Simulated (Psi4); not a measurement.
# AlClOF (SMILES [O][Al]([F])[Cl]): U-wB97M-V/6-311+G(d,p)

What is the vertical ionisation energy of AlClOF at U-wB97M-V/6-311+G**? 

The calculation is run with Psi4 1.11.

2 further runs of the same task are left out: 2 set aside as unsound or not needed.

## 1. The molecule

AlClOF: 4 atoms, total charge 0, spin state doublet. SMILES: `[O][Al]([F])[Cl]`. The shape is that of a PBE0-D4/def2-TZVP optimisation.

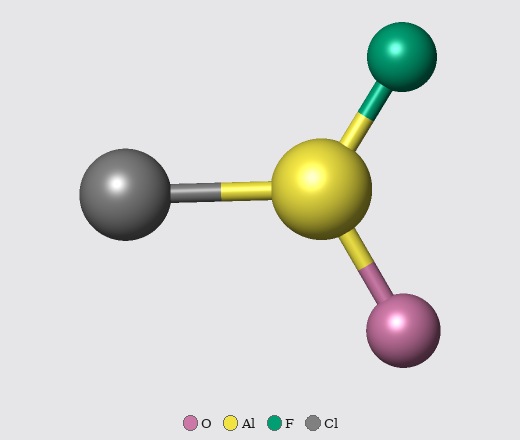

Viewed from a chosen angle; oxygen pink, aluminium yellow, fluorine teal, chlorine grey.

## 2. The energy at U-wB97M-V/6-311+G(d,p)

The input, alclfo.xyz:

```xyz
4
AlClFO
O      0.993300     0.591700     1.294800
Al     0.061900    -0.095200     0.016700
F      0.278100    -1.671200    -0.348900
Cl    -1.277700     1.114400    -0.982900
```

The input, job.py:

```python
import psi4

psi4.set_memory('1600 MB')
psi4.set_num_threads(1)
psi4.core.set_output_file('run.log', False)

with open('alclfo.xyz') as f:
    atoms = ''.join(f.readlines()[2:])
mol = psi4.geometry('0 2\n' + atoms + 'symmetry c1')

psi4.set_options({
    'basis': '6-311+G**',
    'reference': 'uks',
    'puream': True,
    'e_convergence': 1e-09,
    'd_convergence': 1e-08,
    'scf_type': 'pk',
    'dft_radial_points': 99,
    'dft_spherical_points': 590,
    'maxiter': 200,
})

E = psi4.energy("WB97M-V")
print(f'WB97M-V energy: {E:.10f} Eh')
```

Started as:

```sh
$ python job.py
```

run.log:

```text
[...]
  Running in c1 symmetry.
[...]
  Nuclear repulsion =  186.705653566765818
[...]
  Multiplicity = 2
[...]
  Nalpha       = 24
  Nbeta        = 23
[...]
    Number of basis functions: 104
[...]
   @UKS iter   1:  -877.23259865234547   -5.18285e-01   9.74234e-03 ADIIS/DIIS
[...]
   @UKS iter  18:  -877.79700708185214   -3.52429e-12   5.17514e-09 DIIS
[...]
   @S^2 Observed:                7.533230152E-01
[...]
    Orbital Energies [Eh]
    ---------------------
    Alpha Occupied:
       1A   -101.902110     2A    -56.380156     3A    -24.903858
       4A    -19.410481     5A     -9.667541     6A     -7.370614
       7A     -7.366446     8A     -7.366188     9A     -4.366740
      10A     -2.883421    11A     -2.879949    12A     -2.878557
      13A     -1.319666    14A     -1.124631    15A     -0.966743
      16A     -0.615286    17A     -0.567313    18A     -0.558865
      19A     -0.552012    20A     -0.528265    21A     -0.503659
      22A     -0.489974    23A     -0.460500    24A     -0.456368
    Alpha Virtual:
      25A     -0.011543    26A      0.020129    27A      0.042139
[...]
  @UKS Final Energy:  -877.79700708185214
   => Energetics <=
    Nuclear Repulsion Energy =            186.7056535667658181
    One-Electron Energy =               -1587.2774414083032752
    Two-Electron Energy =                 572.7106192008344578
    DFT Exchange-Correlation Energy =     -50.1330634009477194
    Empirical Dispersion Energy =           0.0000000000000000
    VV10 Nonlocal Energy =                  0.1972249597986661
    Total Energy =                       -877.7970070818521435
[...]
 Multipole Moments:
 ------------------------------------------------------------------------------------
     Multipole            Electronic (a.u.)      Nuclear  (a.u.)        Total (a.u.)
 ------------------------------------------------------------------------------------
 L = 1.  Multiply by 2.5417464519 to convert [e a0] to [Debye]
 Dipole X            :         -0.3779910            0.2281060           -0.1498850
 Dipole Y            :         -1.0074334            1.0524720            0.0450386
 Dipole Z            :         -0.7967837            0.6504613           -0.1463224
 Magnitude           :                                                    0.2142527
[...]
```

On the terminal:

```text
WB97M-V energy: -877.7970070819 Eh
```

Wall time 1.8 min (1 thread of Intel Xeon Platinum 8375C at 2.90GHz (Ice Lake), shared host); peak memory 0.8 GiB.

## 3. The singlet cation, same level

The input, alclfo.in:

```
memory 1600 MB

molecule geom {
  1 1
  O      0.993300     0.591700     1.294800
  Al     0.061900    -0.095200     0.016700
  F      0.278100    -1.671200    -0.348900
  Cl    -1.277700     1.114400    -0.982900
  symmetry c1
}

set basis 6-311+G**
set reference rks
set puream true
set e_convergence 1e-09
set d_convergence 1e-08
set scf_type pk
set dft_radial_points 99
set dft_spherical_points 590

e, wfn = energy("wb97m-v", return_wfn=True)
```

Started as:

```sh
$ psi4 -n 1 alclfo.in alclfo.out
```

alclfo.out:

```text
[...]
  Running in c1 symmetry.
[...]
  Nuclear repulsion =  186.705653566765818
[...]
  Multiplicity = 1
[...]
  Nalpha       = 23
  Nbeta        = 23
[...]
    Number of basis functions: 104
[...]
   @RKS iter   1:  -876.53710063553683    1.77213e-01   1.03078e-02 ADIIS/DIIS
[...]
   @RKS iter  19:  -877.27759064579686   -7.38964e-12   4.78251e-09 DIIS
[...]
    Orbital Energies [Eh]
    ---------------------
    Doubly Occupied:
       1A   -102.191733     2A    -56.634675     3A    -25.120760
       4A    -19.766248     5A     -9.953207     6A     -7.657669
       7A     -7.653308     8A     -7.649615     9A     -4.619954
      10A     -3.136171    11A     -3.133229    12A     -3.132325
      13A     -1.529093    14A     -1.413155    15A     -1.229012
      16A     -0.853710    17A     -0.803342    18A     -0.789473
      19A     -0.779947    20A     -0.760405    21A     -0.749871
      22A     -0.713354    23A     -0.703282
[...]
  @RKS Final Energy:  -877.27759064579686
   => Energetics <=
    Nuclear Repulsion Energy =            186.7056535667658181
    One-Electron Energy =               -1574.7456883731688322
    Two-Electron Energy =                 560.4823782920295798
    DFT Exchange-Correlation Energy =     -49.9143984763974586
    Empirical Dispersion Energy =           0.0000000000000000
    VV10 Nonlocal Energy =                  0.1944643449741024
    Total Energy =                       -877.2775906457968631
[...]
 Multipole Moments:
 ------------------------------------------------------------------------------------
     Multipole            Electronic (a.u.)      Nuclear  (a.u.)        Total (a.u.)
 ------------------------------------------------------------------------------------
 L = 1.  Multiply by 2.5417464519 to convert [e a0] to [Debye]
 Dipole X            :         -0.1732953            0.2281060            0.0548107
 Dipole Y            :         -0.2782903            1.0524720            0.7741817
 Dipole Z            :         -0.2952469            0.6504613            0.3552144
 Magnitude           :                                                    0.8535449
[...]
```

It took 99 s on 1 thread of Intel Xeon Platinum 8375C at 2.90GHz (Ice Lake), shared host; peak memory 0.8 GiB.

## 4. Summary of results

At U-wB97M-V/6-311+G**:

| quantity | value |
| --- | --- |
| doublet AlClOF: total energy | -877.79701 Eh |
| doublet AlClOF: dipole moment | 0.54 D |
| doublet AlClOF: HOMO energy (highest over α and β) | -12.22 eV |
| doublet AlClOF: LUMO energy (lowest over α and β) | -2.94 eV |
| doublet AlClOF: ⟨S²⟩ | 0.753 |
| singlet cation: total energy | -877.27759 Eh |
| singlet cation: HOMO energy | -19.14 eV |
| singlet cation: LUMO energy | -13.72 eV |
| singlet cation: HOMO–LUMO gap | 5.41 eV |
| vertical ionisation energy (to the singlet cation) | 14.134 eV |

In words: The vertical ionisation energy comes to 14.13 eV (1364 kJ/mol). Only the singlet of the ionised species was computed; a triplet could lie lower.
